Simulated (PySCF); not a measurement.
Potential energy curve for SMILES [SiH2]=O, singlet. The O1–Si2 bond (O1 also carries nothing else; Si2 carries H, H) is stretched with both fragments frozen at the PBE0/def2-TZVP optimised geometry.

```
4

O      0.0000     0.0000     0.0000
Si     0.0000     0.0000     1.5158
H      0.0000     1.2310     2.3475
H      0.0018    -1.2306     2.3480
```

- CASSCF(4,4)/cc-pVDZ (PySCF)
- UKS-CAM-B3LYP = unrestricted CAM-B3LYP/cc-pVDZ (PySCF)
- RKS-B3LYP = restricted B3LYP/cc-pVDZ run with PySCF
- UKS-TPSSh = unrestricted TPSSh/cc-pVDZ in PySCF

Energies are in kcal/mol, each relative to the lowest point of its own curve near equilibrium.

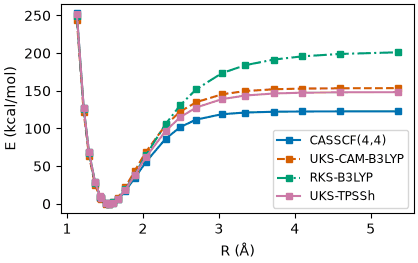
*Energy against bond length for each method.*

```
R / Å  CASSCF(4,4)  UKS-CAM-B3LYP  RKS-B3LYP  UKS-TPSSh
-----  -----------  -------------  ---------  ---------
1.13         252.9          244.0      248.9      252.0
1.22         127.7          121.5      125.5      127.8
1.29          68.6           64.0       67.2       68.9
1.37          28.3           25.2       27.5       28.6
1.44           9.6            7.6        9.0        9.7
1.45           7.8            6.0        7.3        7.9
1.52           0.8            0.1        0.6        0.8
1.56           0.0            0.0        0.0        0.0
1.61           1.4            2.4        1.8        1.6
1.67           5.8            8.2        6.7        6.3
1.77          17.2           22.3       19.5       18.7
1.89          34.0           43.2       38.8       37.6
2.04          55.5           69.0       64.6       62.0
2.30          86.5          104.5      106.0       96.8
2.49         101.7          122.3      130.7      114.8
2.70         111.8          134.8      151.8      127.8
3.04         118.9          145.3      173.4      138.9
3.35         121.2          149.7      184.1      143.8
3.73         122.2          152.1      191.5      146.5
4.10         122.5          152.9      195.8      147.5
4.59         122.7          153.3      198.9      148.0
5.36         122.8          153.6      201.1      148.2
```

At the longest distance, 5.36 Å, RKS-B3LYP lies highest above its minimum (201.1 kcal/mol) and CASSCF(4,4) lowest (122.8 kcal/mol).

The unrestricted solution behind UKS-CAM-B3LYP, UKS-TPSSh changes between 2.04 and 2.30 Å, which can leave a kink. The unrestricted determinant behind UKS-CAM-B3LYP is spin-contaminated at 1.89 to 5.36 Å (<S²> up to 2.0, against 0.00 for a pure singlet). At the longest distance RKS-B3LYP leaves fractional charges on the fragments, a sign of delocalisation error or of the restricted form. The restricted form behind RKS-B3LYP keeps the bonding electrons paired and can't separate into open-shell fragments. The unrestricted determinant behind UKS-TPSSh is spin-contaminated at 2.04 to 5.36 Å (<S²> up to 2.0, against 0.00 for a pure singlet).
